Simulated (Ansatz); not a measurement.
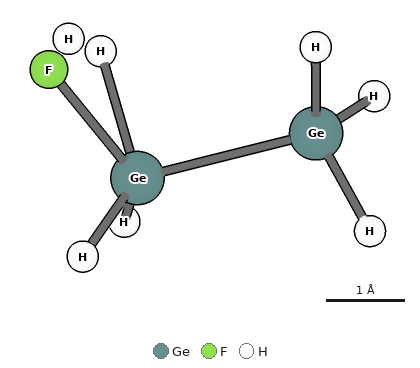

**Figure 1.** The input geometry (ball-and-stick view, seen at a tilt). Sticks mark near contacts.

# Ge$_{2}$H$_{7}$F: phonon calculation

- system: Ge$_{2}$H$_{7}$F
- method: RKS B3LYP/def2-mTZVP (Ansatz 0.2.0)

It belongs to a series of runs on one base structure; here: vibrations at the highest image of the band.

## Input file
```yaml
crystal:
  periodic: [false, false, false]
  atoms:
    - { symbol: Ge, position_ang: [0.129601, -0.215363, -0.046375] }
    - { symbol: F, position_ang: [-0.143346, -0.445929, 2.06183] }
    - { symbol: H, position_ang: [1.374971, 0.090773, -0.917572] }
    - { symbol: H, position_ang: [-0.527886, 1.149758, 0.238387] }
    - { symbol: Ge, position_ang: [-1.336571, -1.936854, -0.960045] }
    - { symbol: H, position_ang: [-2.088871, -2.630899, 0.183437] }
    - { symbol: H, position_ang: [-2.3417, -1.269002, -1.916242] }
    - { symbol: H, position_ang: [-0.497153, -2.963496, -1.739158] }
    - { symbol: H, position_ang: [1.323888, -1.350174, 0.868495] }
    - { symbol: H, position_ang: [0.789767, -1.090611, 1.622843] }
basis:
  gaussian: { orbitals: def2-mTZVP }
hamiltonian:
  xc: b3lyp
phonons: {}
```

Hardware: 4 threads of Arm Neoverse V1, 24 GiB of memory available, shared host.

Command:
```bash
ansatz run input.yaml --threads 4 --pin off --max-ram 5120MiB --backend cpu --events-out ev --progress --plain --runs-dir out
```

## What the program printed
```
Engine: ansatz 0.2.0, aarch64-unknown-linux-gnu
Functional definition: B3LYP
  parameter a0 = 0.2
  parameter ax = 0.72
  parameter ac = 0.81
  exchange = (1 - a0 - ax)*slater_x + ax*b88_x + a0*exact_x
  correlation = (1 - ac)*vwn_rpa_c + ac*lyp_c
1138 factors; integrals over basis functions are off by at most 5.8e-4 eV
mean field evaluation 1: about -115866.6735 eV, gradient 4.5e1 eV
mean field evaluation 2: about -115856.3145 eV, gradient 9.5e1 eV
mean field evaluation 4: about -115869.1891 eV, gradient 3.5e0 eV
mean field evaluation 8: about -115869.2034 eV, gradient 1.0e-1 eV
mean field evaluation 16: about -115869.2034 eV, gradient 7.5e-5 eV
mean field -115869.20342029 eV, -4258.1146867289 hartree, gradient 7.5e-5 eV, S^2 0.000000; 0 other end points of the search recorded, 0 dependent functions left out
the calculation of the forces begins
reference -115869.20370006 eV, -4258.1146970100 hartree; 40, 40 occupied and 72, 72 virtual orbitals, 1138 factors
these checks for a lower state are left out or cut short: stability, starts, cluster_reference, orbital_swaps, neighbouring_geometries, increment
1138 factors; integrals over basis functions are off by at most 5.8e-4 eV
mean field -115869.20334341 eV, -4258.1146839035 hartree, gradient 9.7e-7 eV, S^2 0.000000; 0 other end points of the search recorded, 0 dependent functions left out
[... from here on the field's lines of each further geometry are left out, up to the last ...]
the calculation of the forces begins
reference -115869.20368408 eV, -4258.1146964229 hartree; 40, 40 occupied and 72, 72 virtual orbitals, 1138 factors
these checks for a lower state are left out or cut short: stability, starts, cluster_reference, orbital_swaps, neighbouring_geometries, increment
1138 factors; integrals over basis functions are off by at most 5.8e-4 eV
mean field -115869.20340918 eV, -4258.1146863206 hartree, gradient 2.3e-6 eV, S^2 0.000000; 0 other end points of the search recorded, 0 dependent functions left out
the calculation of the forces begins
reference -115869.20368897 eV, -4258.1146966024 hartree; 40, 40 occupied and 72, 72 virtual orbitals, 1138 factors
WARN: phonons: modes at or below zero, which the zero-point energy, F, S and C_V leave out: 1, the lowest at -1330.66 cm⁻¹. A minimum has none, and a first-order saddle one
Total energy: -115869.20370006 eV, -4258.1146970100 hartree
Atom 0 at     0.129601    -0.215363    -0.046375 Å, force    -0.004388     0.003076     0.001359 eV/Å
Atom 1 at    -0.143346    -0.445929     2.061830 Å, force     0.001434    -0.004128     0.001243 eV/Å
Atom 2 at     1.374971     0.090773    -0.917572 Å, force    -0.001152     0.000353    -0.000127 eV/Å
Atom 3 at    -0.527886     1.149758     0.238387 Å, force    -0.000737     0.000848     0.000542 eV/Å
Atom 4 at    -1.336571    -1.936854    -0.960045 Å, force     0.000201     0.001524    -0.001791 eV/Å
Atom 5 at    -2.088871    -2.630899     0.183437 Å, force    -0.004133     0.002714     0.000380 eV/Å
Atom 6 at    -2.341700    -1.269002    -1.916242 Å, force     0.004394    -0.001675    -0.002081 eV/Å
Atom 7 at    -0.497153    -2.963496    -1.739158 Å, force     0.000386    -0.002534     0.004081 eV/Å
Atom 8 at     1.323888    -1.350174     0.868495 Å, force     0.000995     0.000256    -0.002618 eV/Å
Atom 9 at     0.789767    -1.090611     1.622843 Å, force     0.003000    -0.000433    -0.000990 eV/Å
Dipole moment:     0.009811    -0.096813    -0.499500 e Å
Vibrations: -1330.66 16.02 34.35 229.98 262.97 337.32 406.26 496.34 538.69 726.11 751.81 809.57 883.17 884.46 902.00 972.31 1149.56 1527.27 1982.24 2080.22 2117.47 2132.80 2147.47 2164.36 cm⁻¹, zero-point energy 1.460084 eV
```

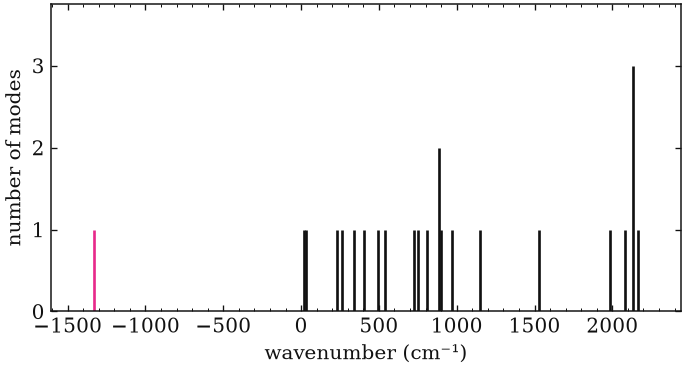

**Figure 2.** Harmonic vibrational wavenumbers from the force constants; neighbouring modes closer than 16 cm⁻¹ are counted in one stick, and imaginary ones are drawn at negative wavenumbers. 24 modes from 1331i to 2164 cm⁻¹, 1 imaginary beyond 8i (1331i cm⁻¹): a first-order saddle point, if the geometry is stationary.

## Key numbers

```json
{"quantity": "outcome", "value": "converged"}
{"quantity": "total energy", "value": "−115869.2037 eV"}
{"quantity": "mean-field energy", "value": "−115869.2037 eV"}
{"quantity": "largest force (length of the vector)", "value": "0.006 eV/Å"}
{"quantity": "wall time", "value": "79 s (CPU time 4.6 min)"}
{"quantity": "peak memory", "value": "0.28 GiB"}
```
